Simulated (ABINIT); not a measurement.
# A GW chain in ABINIT: Ca2FeH6 (Fm-3m), part 3 of 3

Aim: the G0W0 gap of Ca2FeH6 (Fm-3m) on LDA, step by step.

ABINIT 10.8.3; LDA and many-body steps on it, plane waves. Known limits of the many-body steps: not at the basis limit; no spin polarisation; d states lean on the start; coarse k mesh.

So far. Step 4 (Empty states on the mesh, 2×2×2 mesh, 60 bands): On this mesh the gap is 1.215 eV. Step 5 (Screening, 2×2×2 mesh, 56 bands, screening to 87.1 eV): Local fields lower ε∞ by 14 %. On a Γ-centred mesh this coarse the value itself is usually too large, while a short band sum pulls it down.

**6. Self-energy, 2×2×2 mesh, 56 bands, screening to 87.1 eV**

The self-energy is evaluated for the states that the input lists, and the levels follow from it, in one-shot runs by the linearised quasiparticle equation.

This step: G0W0 on LDA, plane waves, norm-conserving pseudopotentials.

Input file run.abi:

```
acell 3*1.0 Angstrom
rprim 
  -0.000000000000 3.496077550000 3.496077550000
  3.496077550000 0.000000000000 3.496077550000
  3.496077550000 3.496077550000 -0.000000000000
ntypat 3
znucl 20 26 1
natom 9
typat 1 1 2 3 3 3 3 3 3
xred 
  0.250000000000 0.250000000000 0.250000000000
  0.750000000000 0.750000000000 0.750000000000
  0.000000000000 0.000000000000 0.000000000000
  0.771967350000 0.228032650000 0.228032650000
  0.228032650000 0.771967350000 0.771967350000
  0.228032650000 0.771967350000 0.228032650000
  0.771967350000 0.228032650000 0.771967350000
  0.228032650000 0.228032650000 0.771967350000
  0.771967350000 0.771967350000 0.228032650000
pp_dirpath "pseudos"
pseudos "Ca.upf, Fe.upf, H.upf"
ecut 39
ngkpt 2 2 2
nshiftk 1
shiftk 0 0 0
kptopt 1
chksymbreak 0
istwfk *1
occopt 1
irdwfk 1
optdriver 4
nband 56
gwcalctyp 0
ecutsigx 39
symsigma 1
nkptgw 2
kptgw 
  0.5000000000 0.5000000000 0.0000000000
  0.0000000000 0.0000000000 0.0000000000
bdgw 
  20 23
  19 23
ecuteps 3.2
irdscr 1
ppmodel 1
indata_prefix "in"
outdata_prefix "out"
tmpdata_prefix "tmp"
```

Started as:

```sh
$ OMP_NUM_THREADS=1 mpirun -n 4 abinit run.abi > log
```

Numbers of over 12 decimals in the logs are rounded to 6 here.

Output:

```text
.Version 10.8.3 of ABINIT. v10.8.2 released Aug 2026.

 Symmetries : space group Fm -3 m (#225); Bravais cF (face-center cubic)
[... echo of the input left out ...]
== DATASET  1 ==================================================================
-   mpi_nproc: 4, omp_nthreads: 1 (-1 if OMP is not activated)

--- !DatasetInfo
iteration_state: {dtset: 1, }
dimensions: {natom: 9, nkpt: 3, mband: 56, nsppol: 1, nspinor: 1, nspden: 1, mpw: 6754, }
cutoff_energies: {ecut:  39.0, pawecutdg:  -1.0, }
electrons: {nelect:   4.20000000E+01, charge:   0.00000000E+00, occopt:   1.00000000E+00, tsmear:   1.00000000E-02, }

 SIGMA: Calculation of the GW corrections

 Based on a program developped by R.W. Godby, V. Olevano, G. Onida, and L. Reining.
 Incorporated in ABINIT by V. Olevano, G.-M. Rignanese, and M. Torrent.
.Using double precision arithmetic ; gwpc =  8

[... cell and pseudopotentials left out ...]
--------------------------------------------------------------------------------

 ==== K-mesh for the wavefunctions ====
 Number of points in the irreducible wedge :     3
[... list of points left out ...]
 Together with 48 symmetry operations and time-reversal symmetry
 yields     8 points in the full Brillouin Zone.

 ==== Q-mesh for screening function ====
 Number of points in the irreducible wedge :     3
[... list of points left out ...]
 Together with 48 symmetry operations and time-reversal symmetry
 yields     8 points in the full Brillouin Zone.

 vcoul_init : cutoff-mode = AUXILIARY_FUNCTION
 q-points for optical limit:   1
     1)      0.000010    0.000020    0.000030
 setmesh: FFT mesh size selected  =    54x   54x   54
          total number of points  =       157464

 Number of electrons calculated from density =   42.0000; Expected =   42.0000
 average of density, n =  0.072825
 r_s =    1.4855
 omega_plasma =   26.0313 [eV]

 === KS Band Gaps ===
  >>>> For spin  1
   Minimum direct gap =   1.2148 [eV], located at k-point      :   0.5000  0.5000  0.0000
   Fundamental gap    =   1.2148 [eV], Top of valence bands at :   0.5000  0.5000  0.0000
                                       Bottom of conduction at :   0.5000  0.5000  0.0000
 SIGMA fundamental parameters:
 PLASMON POLE MODEL  1
 number of plane-waves for SigmaX                 6735
 number of plane-waves for SigmaC and W            169
 number of plane-waves for wavefunctions          6735
 number of bands                                    56
 number of independent spin polarizations            1
 number of spinorial components                      1
 number of k-points in IBZ                           3
 number of q-points in IBZ                           3
 number of symmetry operations                      48
 number of k-points in BZ                            8
 number of q-points in BZ                            8
 number of frequencies for dSigma/dE                 9
 frequency step for dSigma/dE [eV]                0.25
 number of omega for Sigma on real axis              0
 max omega for Sigma on real axis  [eV]           0.00
 zcut for avoiding poles [eV]                     0.10

 EPSILON^-1 parameters (SCR file):
 dimension of the eps^-1 matrix on file            169
 dimension of the eps^-1 matrix used               169
 number of plane-waves for wavefunctions          6735
 number of bands                                    56
 number of q-points in IBZ                           3
 number of frequencies                               2
 number of real frequencies                          1
 number of imag frequencies                          1

 matrix elements of self-energy operator (all in [eV])

 Perturbative Calculation

--- !SelfEnergy_ee
iteration_state: {dtset: 1, }
kpoint     : [   0.500,    0.500,    0.000, ]
spin       : 1
KS_gap     :    1.215
QP_gap     :    2.397
Delta_QP_KS:    1.182
data: !SigmaeeData |
     Band     E0 <VxcDFT>   SigX SigC(E0)      Z dSigC/dE  Sig(E)    E-E0       E
       20   4.782 -24.523 -29.139   5.730   0.726  -0.378 -23.714   0.809   5.591
       21   4.782 -24.523 -29.139   5.730   0.726  -0.378 -23.714   0.809   5.591
       22   5.997 -20.625 -14.561  -3.480   0.771  -0.298 -18.634   1.991   7.988
       23   7.631 -12.800  -6.297  -3.597   0.824  -0.213 -10.405   2.395  10.026

--- !SelfEnergy_ee
iteration_state: {dtset: 1, }
kpoint     : [   0.000,    0.000,    0.000, ]
spin       : 1
KS_gap     :    2.759
QP_gap     :    4.345
Delta_QP_KS:    1.586
data: !SigmaeeData |
     Band     E0 <VxcDFT>   SigX SigC(E0)      Z dSigC/dE  Sig(E)    E-E0       E
       19   4.716 -24.137 -28.835   5.714   0.727  -0.376 -23.398   0.739   5.455
       20   4.716 -24.137 -28.835   5.714   0.727  -0.376 -23.398   0.739   5.455
       21   4.716 -24.137 -28.835   5.714   0.727  -0.376 -23.398   0.739   5.455
       22   7.475 -19.325 -12.293  -4.037   0.776  -0.288 -17.000   2.325   9.800
       23   7.475 -19.325 -12.293  -4.037   0.776  -0.288 -17.000   2.325   9.800

== END DATASET(S) ==============================================================
================================================================================

 -outvars: echo values of variables after computation  --------
           etotal      0.0000000000E+00
            nband          56
             nkpt           3
          spgroup         225
 [... the other variables as echoed above ...]

 Calculation completed.
```

Run time: 5 s. Hardware: 4 MPI ranks of Intel Xeon Platinum 8375C at 2.90GHz (Ice Lake), shared host; peak memory 0.72 GiB; 20 s of CPU time.

This step gave:

| Quantity | Value |
| --- | --- |
| G0W0 gap on the points computed | 2.397 eV |
| starting gap on the mesh | 1.215 eV |
| k of the valence top | 0.5, 0.5, 0 |
| k of the conduction bottom | 0.5, 0.5, 0 |
| Z at the valence top | 0.726 |
| Z at the conduction bottom | 0.771 |
| least direct G0W0 gap on the computed points | 2.397 eV |

The gap on the mesh goes from 1.21 eV to 2.40 eV, a correction of +1.18 eV.

Limits: finite bands, cutoff and mesh; no spin polarisation; d states lean on the start; coarse k mesh. v1 is the top filled band, c1 the lowest empty one. The levels before and after the correction (eV, zero at the valence-band top of each column):

|  | conduction bottom | valence top |
| --- | --- | --- |
| Kohn-Sham | 1.21 | 0.00 |
| G0W0 | 2.40 | 0.00 |

|  | level | energy (eV) |
| --- | --- | --- |
| Kohn-Sham | (0.5 0.5 0) v2-v1 | 0.000 |
| Kohn-Sham | (0.5 0.5 0) c1 | 1.215 |
| Kohn-Sham | (0.5 0.5 0) c2 | 2.849 |
| G0W0 | (0.5 0.5 0) v2-v1 | 0.000 |
| G0W0 | (0.5 0.5 0) c1 | 2.397 |
| G0W0 | (0.5 0.5 0) c2 | 4.435 |

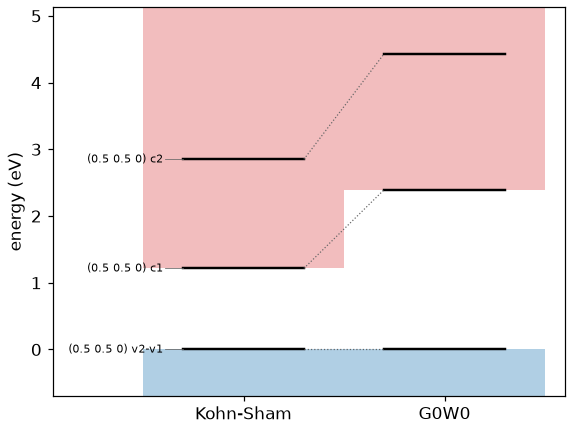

Levels before and after the correction. Shaded: valence and conduction bands.

**7. Where the time went**

Times are wall times on 4 MPI ranks of Intel Xeon Platinum 8375C at 2.90GHz (Ice Lake), shared host, good to a factor of about two.

| step | time | share | memory (GiB) |
| --- | --- | --- | --- |
| ground state | 51 s | 37 % | 0.45 |
| bands along the symmetry lines | 59 s | 43 % | 0.4 |
| empty states on the mesh | 14 s | 10 % | 0.35 |
| screening | 7.6 s | 6 % | 0.89 |
| self-energy | 5 s | 4 % | 0.72 |

**8. Summary of results**

| Property | Result |
| --- | --- |
| LDA gap | 1.21 eV, indirect (only 9 meV under the direct gap) |
| G0W0 gap on the mesh | 2.40 eV |
| GW settings | 2×2×2 mesh, 56 bands, screening to 87.1 eV, Godby-Needs plasmon pole |
| known limits | not at the basis limit; no spin polarisation; d states lean on the start; coarse k mesh |

**Reading.** G0W0 moves the gap on the mesh from 1.21 eV to 2.40 eV (+1.18 eV), with Z of 0.73 and 0.77 at the edges. Local fields lower the RPA ε∞ on this mesh from 5.90 to 5.05; a Γ-centred mesh this coarse tends to raise both, most where the direct gap is narrow, while a short band sum lowers them. Only 2 of the mesh's irreducible points were corrected, so a valley elsewhere could overtake. Bands and cutoff are finite, so the gap is not at the basis limit. The miss can reach some tenths of an eV and take either sign; the mesh is an error of its own. In the G0W0 run levels were corrected at 2 k points alone, so a gap called «on the mesh» is the least over those, and an edge elsewhere would be missed. The 2×2×2 mesh is coarse for this cell, which bears on the long-range parts of exchange and screening. The runs have no spin polarisation. For a closed low-spin shell that is the natural state; where a d or f shell is open it is a constraint, and the gap is then not the crystal's own. With d states at the gap, one-shot GW leans hard on its start.

[Paths, hosts, dates, memory and timing lines, banners, echoed tables and standing remarks are left out of the program output.]

[Logs are printed without paths, hosts, clocks, repeated set-up lines and the standing remarks that a program may print on its own settings, such as how far it seeks lower states.]

[Runs of the session that timed out or met a known fault of the program may be left out.]

[Hosts, paths, dates, database ids (printed as entryN), source tags and the programs' standing remarks are cut or masked in the printed files.]

[G0W0 gaps are taken among the corrected bands and points alone; a level outside them can change the order at an edge.]

[Where Ansatz stands beside ABINIT at settings called matched, ABINIT's density can come from a denser mesh and the files from another edition; pairs whose starting gaps differed by over 0.03 eV were left out, so agreement reads better than it is.]
